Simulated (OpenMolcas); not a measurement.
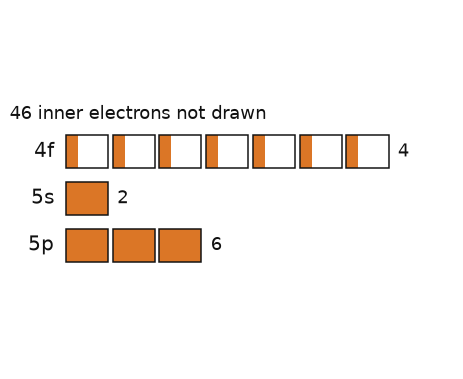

The outer shells of the leading configuration of the lowest level: a box for each of the 2l + 1 orbitals, shaded by the share of the shell that is filled, with the electron count at the right.

Multiconfigurational calculation: Nd²⁺ (part 1 of 2)

- system: Nd²⁺, among 6 point charges of −0.5 e at 2.68 Å, trigonal prism (D3h), axial distortion 0.9, whose field is part of the energies.
- method: state-averaged CASSCF, active space 4 electrons in the shell 4f, basis ANO-RCC-VTZP, DKH2 scalar Hamiltonian, spin-orbit coupling by RASSI with atomic mean-field integrals (OpenMolcas)

### The program's output (extracts)
```
--- SEWARD ---
Basis set label: ND.ANO-RCC...8S7P5D3F2G1H.

      Electronic valence basis set:
      ------------------
      Associated Effective Charge  60.000000 au
      Associated Actual Charge     60.000000 au
      Nuclear Model: Point charge

      Shell  nPrim  nBasis  Cartesian Spherical Contaminant
         s      25       8        X
         p      22       7        X
         d      15       5                 X
         f      11       3                 X
         g       4       2                 X
         h       2       1                 X
                  Relativistic Douglas-Kroll-Hess integrals:
                    - DKH order of Hamiltonian: 2
                    - DKH order of Properties : 0
                  Atomic mean-field integrals
--- RASSCF ---
Wave function specifications:
      -----------------------------

      Number of closed shell electrons          54
      Number of electrons in active shells       4
      Max number of holes in RAS1 space          0
      Max nr of electrons in RAS3 space          0
      Number of inactive orbitals               27
      Number of active orbitals                  7
      Number of secondary orbitals              70
      Spin quantum number                      2.0
      State symmetry                             1
Orbital specifications:
      -----------------------

      Symmetry species                           1
                                                 a
      Frozen orbitals                            0
      Inactive orbitals                         27
      Active orbitals                            7
      RAS1 orbitals                              0
      RAS2 orbitals                              7
      RAS3 orbitals                              0
      Secondary orbitals                        70
      Deleted orbitals                           0
      Number of basis functions                104
      Number of CSFs                            35
      Number of root(s) required                35
      Iter CI   SX   CI       RASSCF       Energy    max ROT     max BLB   max BLB  Level Ln srch  Step   QN
          iter iter root      energy       change     param      element    value   shift minimum  type update
 Nr of preliminary CI iterations:   1
      Total energies have been shifted. Add                -9000.00 au
        1   1   12    0  -616.58236005    0.00E+00   3.98E-02   24  37 1 -6.91E-02*  0.80   0.00    SX    NO
        2   1   11    0  -616.59235729   -1.00E-02* -5.94E-03   23  56 1 -3.01E-02*  0.70   0.00    SX    NO
        3   1   11    0  -616.59388973   -1.53E-03* -6.87E-03   15  37 1  1.04E-02*  0.74   0.00    SX    NO
        4   1   10    0  -616.59421164   -3.22E-04*  1.75E-03   23  56 1 -5.73E-03*  0.72   0.00    SX    NO
        5   1   10    0  -616.59428421   -7.26E-05* -1.34E-03   22  55 1  2.22E-03*  0.73   0.78    QN   YES
        6   1    9    0  -616.59430482   -2.06E-05* -2.19E-03   27  40 1  8.78E-04*  0.73   1.47    QN   YES
        7   1    8    0  -616.59431147   -6.65E-06*  1.91E-03   33  50 1  3.20E-04*  0.73   1.41    QN   YES
        8   1    8    0  -616.59431371   -2.24E-06* -1.80E-03   27  40 1 -3.25E-04*  0.73   1.65    QN   YES
        9   1    8    0  -616.59431494   -1.22E-06* -9.03E-04   27  40 1 -3.59E-04*  0.73   1.47    QN   YES
       10   1    7    0  -616.59431533   -3.96E-07* -1.99E-04   27  40 1 -1.52E-04*  0.73   1.35    QN   YES
       11   1    6    0  -616.59431541   -7.99E-08*  1.38E-04   26  47 1  5.65E-05   0.73   1.32    QN   YES
       12   1    6    0  -616.59431543   -1.82E-08*  9.88E-05   27  40 1  3.33E-05   0.73   1.56    QN   YES
       13   1    6    0  -616.59431544   -8.39E-09   7.50E-05   27  40 1  2.88E-05   0.73   1.52    QN   YES
      Convergence after 13 iterations
       14   1    6    0  -616.59431544   -3.75E-09   7.50E-05   26  47 1 -1.78E-05   0.73   1.52    QN   YES
      Natural orbitals and occupation numbers for root  1
      sym 1:   0.325822   0.734443   0.325822   0.210100   0.836574   0.836574   0.730666
      Natural orbitals and occupation numbers for root  2
      sym 1:   0.589647   0.964294   0.222646   0.622925   0.412781   0.410353   0.777354
      Natural orbitals and occupation numbers for root  3
      sym 1:   0.780673   0.414134   0.419881   0.219328   0.965020   0.585866   0.615099
::    RASSCF root number  1 Total energy:  -9616.65545332
::    RASSCF root number  2 Total energy:  -9616.65539526
::    RASSCF root number  3 Total energy:  -9616.65539526
::    RASSCF root number  4 Total energy:  -9616.65521729
::    RASSCF root number  5 Total energy:  -9616.65521729
::    RASSCF root number  6 Total energy:  -9616.65492658
::    RASSCF root number  7 Total energy:  -9616.65490854
::    RASSCF root number  8 Total energy:  -9616.65452328
::    RASSCF root number  9 Total energy:  -9616.65452328
::    RASSCF root number 10 Total energy:  -9616.65413693
::    RASSCF root number 11 Total energy:  -9616.65413693
::    RASSCF root number 12 Total energy:  -9616.65401977
::    RASSCF root number 13 Total energy:  -9616.65401975
::    RASSCF root number 14 Total energy:  -9616.59540023
::    RASSCF root number 15 Total energy:  -9616.59539074
::    RASSCF root number 16 Total energy:  -9616.59435009
::    RASSCF root number 17 Total energy:  -9616.59426127
::    RASSCF root number 18 Total energy:  -9616.59426127
::    RASSCF root number 19 Total energy:  -9616.59386552
::    RASSCF root number 20 Total energy:  -9616.59386552
::    RASSCF root number 21 Total energy:  -9616.59381487
::    RASSCF root number 22 Total energy:  -9616.55988639
::    RASSCF root number 23 Total energy:  -9616.55987397
::    RASSCF root number 24 Total energy:  -9616.55984333
::    RASSCF root number 25 Total energy:  -9616.55984333
::    RASSCF root number 26 Total energy:  -9616.55968095
::    RASSCF root number 27 Total energy:  -9616.55968095
::    RASSCF root number 28 Total energy:  -9616.55959308
::    RASSCF root number 29 Total energy:  -9616.55953824
::    RASSCF root number 30 Total energy:  -9616.55953824
--- RASSCF ---
Wave function specifications:
      -----------------------------

      Number of closed shell electrons          54
      Number of electrons in active shells       4
      Max number of holes in RAS1 space          0
      Max nr of electrons in RAS3 space          0
      Number of inactive orbitals               27
      Number of active orbitals                  7
      Number of secondary orbitals              70
      Spin quantum number                      1.0
      State symmetry                             1
Orbital specifications:
      -----------------------

      Symmetry species                           1
                                                 a
      Frozen orbitals                            0
      Inactive orbitals                         27
      Active orbitals                            7
      RAS1 orbitals                              0
      RAS2 orbitals                              7
      RAS3 orbitals                              0
      Secondary orbitals                        70
      Deleted orbitals                           0
      Number of basis functions                104
      Number of CSFs                           210
      Number of root(s) required               162
      Iter CI   SX   CI       RASSCF       Energy    max ROT     max BLB   max BLB  Level Ln srch  Step   QN
          iter iter root      energy       change     param      element    value   shift minimum  type update
 Nr of preliminary CI iterations:   1
        1   1    0    0 -9616.51271324    0.00E+00   0.00E+00   34  68 1 -7.52E-03*  0.00   0.00    SX    NO
      Natural orbitals and occupation numbers for root  1
      sym 1:   0.610205   0.518958   0.575758   0.590186   0.518828   0.575757   0.610308
      Natural orbitals and occupation numbers for root  2
      sym 1:   0.610205   0.518828   0.575757   0.590186   0.518958   0.575758   0.610308
      Natural orbitals and occupation numbers for root  3
      sym 1:   0.544315   0.605066   0.544315   0.492113   0.604576   0.604576   0.605039
::    RASSCF root number  1 Total energy:  -9616.58349529
::    RASSCF root number  2 Total energy:  -9616.58349529
::    RASSCF root number  3 Total energy:  -9616.58347414
::    RASSCF root number  4 Total energy:  -9616.58347386
::    RASSCF root number  5 Total energy:  -9616.58338658
::    RASSCF root number  6 Total energy:  -9616.58338658
::    RASSCF root number  7 Total energy:  -9616.58328062
::    RASSCF root number  8 Total energy:  -9616.58328062
::    RASSCF root number  9 Total energy:  -9616.58318722
::    RASSCF root number 10 Total energy:  -9616.58317357
::    RASSCF root number 11 Total energy:  -9616.58309805
::    RASSCF root number 12 Total energy:  -9616.58309805
::    RASSCF root number 13 Total energy:  -9616.58304329
::    RASSCF root number 14 Total energy:  -9616.58304329
::    RASSCF root number 15 Total energy:  -9616.58302393
::    RASSCF root number 16 Total energy:  -9616.56440648
::    RASSCF root number 17 Total energy:  -9616.56425909
::    RASSCF root number 18 Total energy:  -9616.56425909
::    RASSCF root number 19 Total energy:  -9616.56382902
::    RASSCF root number 20 Total energy:  -9616.56382902
::    RASSCF root number 21 Total energy:  -9616.56318213
::    RASSCF root number 22 Total energy:  -9616.56317458
::    RASSCF root number 23 Total energy:  -9616.56248774
::    RASSCF root number 24 Total energy:  -9616.56248774
::    RASSCF root number 25 Total energy:  -9616.56208664
::    RASSCF root number 26 Total energy:  -9616.56208664
::    RASSCF root number 27 Total energy:  -9616.55653276
::    RASSCF root number 28 Total energy:  -9616.55637661
::    RASSCF root number 29 Total energy:  -9616.55637661
::    RASSCF root number 30 Total energy:  -9616.55589432
--- RASSCF ---
Wave function specifications:
      -----------------------------

      Number of closed shell electrons          54
      Number of electrons in active shells       4
      Max number of holes in RAS1 space          0
      Max nr of electrons in RAS3 space          0
      Number of inactive orbitals               27
      Number of active orbitals                  7
      Number of secondary orbitals              70
      Spin quantum number                      0.0
      State symmetry                             1
Orbital specifications:
      -----------------------

      Symmetry species                           1
                                                 a
      Frozen orbitals                            0
      Inactive orbitals                         27
      Active orbitals                            7
      RAS1 orbitals                              0
      RAS2 orbitals                              7
      RAS3 orbitals                              0
      Secondary orbitals                        70
      Deleted orbitals                           0
      Number of basis functions                104
      Number of CSFs                           196
      Number of root(s) required               162
      Iter CI   SX   CI       RASSCF       Energy    max ROT     max BLB   max BLB  Level Ln srch  Step   QN
          iter iter root      energy       change     param      element    value   shift minimum  type update
 Nr of preliminary CI iterations:   1
        1   1    0    0 -9616.45211009    0.00E+00   0.00E+00   34  68 1 -1.33E-02*  0.00   0.00    SX    NO
      Natural orbitals and occupation numbers for root  1
      sym 1:   0.782682   0.502722   0.502723   0.138035   0.645114   0.645114   0.783610
      Natural orbitals and occupation numbers for root  2
      sym 1:   0.782682   0.502723   0.502722   0.138035   0.645114   0.645114   0.783610
      Natural orbitals and occupation numbers for root  3
      sym 1:   0.681822   0.684885   0.681822   0.890416   0.187059   0.187064   0.686932
::    RASSCF root number  1 Total energy:  -9616.54114602
::    RASSCF root number  2 Total energy:  -9616.54114602
::    RASSCF root number  3 Total energy:  -9616.54055674
::    RASSCF root number  4 Total energy:  -9616.54055674
::    RASSCF root number  5 Total energy:  -9616.53996809
::    RASSCF root number  6 Total energy:  -9616.53996806
::    RASSCF root number  7 Total energy:  -9616.53946458
::    RASSCF root number  8 Total energy:  -9616.53946458
::    RASSCF root number  9 Total energy:  -9616.53908047
::    RASSCF root number 10 Total energy:  -9616.53908047
::    RASSCF root number 11 Total energy:  -9616.53881609
::    RASSCF root number 12 Total energy:  -9616.53881411
::    RASSCF root number 13 Total energy:  -9616.53865014
::    RASSCF root number 14 Total energy:  -9616.53865014
::    RASSCF root number 15 Total energy:  -9616.53856292
::    RASSCF root number 16 Total energy:  -9616.53856292
::    RASSCF root number 17 Total energy:  -9616.53853601
::    RASSCF root number 18 Total energy:  -9616.52685829
::    RASSCF root number 19 Total energy:  -9616.52664496
::    RASSCF root number 20 Total energy:  -9616.52664496
::    RASSCF root number 21 Total energy:  -9616.52596229
::    RASSCF root number 22 Total energy:  -9616.52596229
::    RASSCF root number 23 Total energy:  -9616.51774197
::    RASSCF root number 24 Total energy:  -9616.51738836
::    RASSCF root number 25 Total energy:  -9616.51738836
::    RASSCF root number 26 Total energy:  -9616.51651212
::    RASSCF root number 27 Total energy:  -9616.51651212
::    RASSCF root number 28 Total energy:  -9616.51558476
::    RASSCF root number 29 Total energy:  -9616.51557692
::    RASSCF root number 30 Total energy:  -9616.51518450
--- RASSI ---
SPIN-FREE ENERGIES:
  (Shifted by EMIN (a.u.) =      -9616.6554533182)

 SF State       Relative EMIN(au)   Rel lowest level(eV)    D:o, cm**(-1)      L_eff

     1             0.0000000000        0.0000000000              0.0000         6.0
     2             0.0000580533        0.0015797107             12.7412         6.0
     3             0.0000580533        0.0015797107             12.7412         6.0
     4             0.0002360306        0.0064227190             51.8027         6.0
     5             0.0002360306        0.0064227190             51.8027         6.0
     6             0.0005267393        0.0143333062            115.6059         6.0
     7             0.0005447773        0.0148241443            119.5648         6.0
     8             0.0009300405        0.0253076921            204.1203         6.0
     9             0.0009300405        0.0253076921            204.1203         6.0
    10             0.0013163844        0.0358206441            288.9130         6.0
    11             0.0013163844        0.0358206441            288.9130         6.0
    12             0.0014335480        0.0390088292            314.6274         6.0
    13             0.0014335725        0.0390094959            314.6328         6.0
    14             0.0600530891        1.6341278037          13180.1296         3.0
    15             0.0600625811        1.6343860938          13182.2129         3.0
    16             0.0611032297        1.6627035847          13410.6088         0.0
    17             0.0611920523        1.6651205708          13430.1031         3.0
    18             0.0611920523        1.6651205708          13430.1031         3.0
    19             0.0615877998        1.6758894097          13516.9597         3.0
    20             0.0615878004        1.6758894234          13516.9598         3.0
    21             0.0616384474        1.6772676003          13528.0755         3.0
    34             0.0719580264        1.9580776488          15792.9613         7.0
    35             0.0719580264        1.9580776488          15792.9613         7.0
    36             0.0719791807        1.9586532881          15797.6042         7.0
    37             0.0719794601        1.9586608909          15797.6655         7.0
    38             0.0720667365        1.9610358037          15816.8204         7.0
    39             0.0720667365        1.9610358037          15816.8204         7.0
    40             0.0721726987        1.9639191817          15840.0764         7.0
    41             0.0721726987        1.9639191817          15840.0764         7.0
    42             0.0722660989        1.9664607306          15860.5754         7.0
    43             0.0722797503        1.9668322033          15863.5716         7.0
    44             0.0723552645        1.9688870497          15880.1450         7.0
    45             0.0723552645        1.9688870497          15880.1450         7.0
    46             0.0724100264        1.9703771977          15892.1639         7.0
    47             0.0724100264        1.9703771977          15892.1639         7.0
    48             0.0724293835        1.9709039288          15896.4122         7.0
    49             0.0910468401        2.4775107324          19982.4717         5.0
    50             0.0911942324        2.4815214807          20014.8205         5.0
    51             0.0911942324        2.4815214807          20014.8205         5.0
    52             0.0916243022        2.4932242756          20109.2099         5.0
Eigenvalues of complex Hamiltonian:
   -----------------------------------
  (Shifted by EMIN (a.u.) =      -9616.6554533182)

 SO State       Relative EMIN(au)   Rel lowest level(eV)    D:o, cm**(-1)     J-value

     1            -0.0149953032        0.0000000000              0.0000         4.0
     2            -0.0148840804        0.0030265266             24.4106         3.9
     3            -0.0148840805        0.0030265240             24.4106         3.9
     4            -0.0145542772        0.0120009280             96.7940         3.5
     5            -0.0145542772        0.0120009277             96.7940         3.5
     6            -0.0140667331        0.0252676794            203.7976         2.9
     7            -0.0140565633        0.0255444132            206.0296         2.9
     8            -0.0136872185        0.0355947978            287.0914         1.6
     9            -0.0136872185        0.0355947978            287.0914         1.6
    10            -0.0094519747        0.1508416519           1216.6200         5.0
    11            -0.0093827804        0.1527245257           1231.8064         4.9
    12            -0.0093827803        0.1527245292           1231.8064         4.9
    13            -0.0091890480        0.1579962520           1274.3257         4.6
    14            -0.0091890480        0.1579962525           1274.3257         4.6
    15            -0.0089141366        0.1654769737           1334.6618         4.1
    16            -0.0089133768        0.1654976474           1334.8285         4.1
    17            -0.0086134337        0.1736595170           1400.6585         3.3
    18            -0.0086134337        0.1736595171           1400.6585         3.3
    19            -0.0082827837        0.1826569611           1473.2277         1.8
    20            -0.0082827837        0.1826569611           1473.2277         1.8
    21            -0.0033348522        0.3172970346           2559.1732         6.0
    22            -0.0032865813        0.3186105538           2569.7674         5.9
    23            -0.0032865812        0.3186105561           2569.7674         5.9
    24            -0.0031490944        0.3223517635           2599.9423         5.7
    25            -0.0031490944        0.3223517632           2599.9423         5.7
    26            -0.0029441459        0.3279286952           2644.9233         5.3
    27            -0.0029439417        0.3279342519           2644.9681         5.3
    28            -0.0027016199        0.3345281650           2698.1516         4.6
    29            -0.0027016199        0.3345281650           2698.1516         4.6
    30            -0.0024464375        0.3414720306           2754.1577         3.7
    31            -0.0024464375        0.3414720306           2754.1577         3.7
    32            -0.0021742412        0.3488788704           2813.8979         2.0
    33            -0.0021742389        0.3488789334           2813.8984         2.0
    34             0.0032228785        0.4957419788           3998.4287         7.0
    35             0.0032611754        0.4967840912           4006.8339         6.9
    36             0.0032611756        0.4967840946           4006.8339         6.9
    37             0.0033728499        0.4998229090           4031.3436         6.7
    38             0.0033728499        0.4998229095           4031.3436         6.7
    39             0.0035458438        0.5045303124           4069.3114         6.4
    40             0.0035501353        0.5046470902           4070.2533         6.4
    41             0.0037693840        0.5106131508           4118.3728         5.8
Weights of the five most important spin-orbit-free states for each spin-orbit state.
```

(Continued in part 2.) Outcome of the run: converged.
